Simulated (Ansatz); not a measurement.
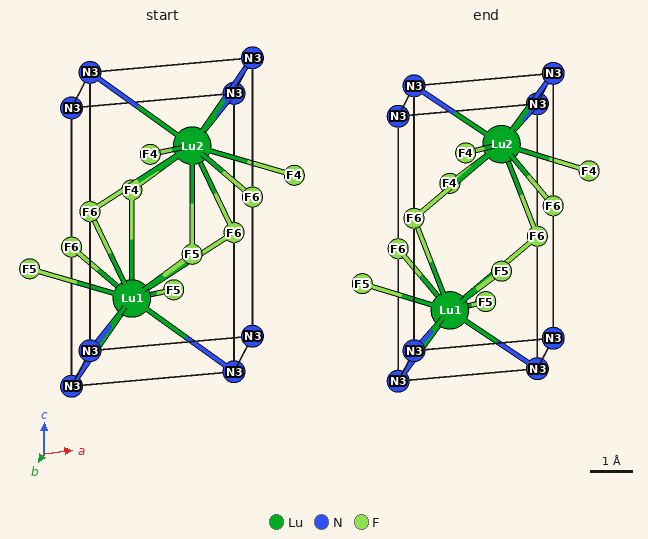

The structure of a crystal of Lu2NF3 (a generated structure, set up in P-3m1) (coarse preliminary run) before (left) and after (right) a relaxation, at one scale.

The picture is a ball-and-stick view of the cell of the calculation, seen from a free direction.

Level of theory: DFT PBE, scalar-relativistic, plane waves, PAW (Ansatz).

The input:
```yaml
crystal:
  lattice:
    - [4.24508612, 0.0, 0.0]
    - [-2.12254306, 3.67635242, 0.0]
    - [0.0, 0.0, 6.77949172]
  atoms:
    - { symbol: Lu, position: [0.33333333, 0.66666667, 0.25534341] }
    - { symbol: Lu, position: [0.66666667, 0.33333333, 0.74465659] }
    - { symbol: "N", position: [0.0, 0.0, 0.0] }
    - { symbol: F, position: [0.33333333, 0.66666667, 0.64572436] }
    - { symbol: F, position: [0.66666667, 0.33333333, 0.35427564] }
    - { symbol: F, position: [0.0, 0.0, 0.5] }
basis:
  ecutwfc: 420
kpoints:
  mp_grid: { grid: [6, 6, 4] }
hamiltonian:
  xc: pbe
scf:
  occupations: { method: gaussian, width: 0.1 }
  lower_state_search: "off"
output:
  forces: true
  stress: true
  eigenvalues: true
relax:
  adjacent_minimum: "off"
  f_tol: 0.04
  max_steps: 70
  cell: { stress_tol: 0.4 }
```

Command:
```bash
ansatz run input.yaml --threads 1 --pin off --max-ram 2560MiB --backend cpu --events-out ev --progress --plain --runs-dir out
```

> What changed between the two?

The largest moves relative to the cell, 0.30 Å, are those of F4 and F5. F4 goes along +c. Largest moves by element: F 0.30 Å, Lu 0.27 Å. N stays in place. The drawn cell changes as follows: a = b 4.245 → 3.638 Å (−14.3 %), c 6.779 → 6.452 Å (−4.8 %); the volume changes by −30.1 %. Among the contacts that change: Lu1–Lu2 4.242 → 3.463 Å, Lu1–N3 3.001 → 2.511 Å, Lu1–F4 2.647 → 3.093 Å, Lu1–F5 2.541 → 2.186 Å. Among the angles between lasting bonds that change: Lu1–F6–Lu1 91.7° → 81.1°, Lu1–F6–Lu2 88.3° → 98.9°, Lu1–N3–Lu2 90.0° → 87.2°. The space group stays P-3m1 (No. 164). After 9 accepted moves (11 points after the start) the energy has fallen by 698 meV per atom. The largest force component goes from 0.73 to 0.0049 eV/Å. The pressure goes from −24.26 to −0.03 GPa. At 2 points the geometry stayed and the basis and grid were re-selected for the new cell (energy shift of 3.6 meV per atom at most each time).
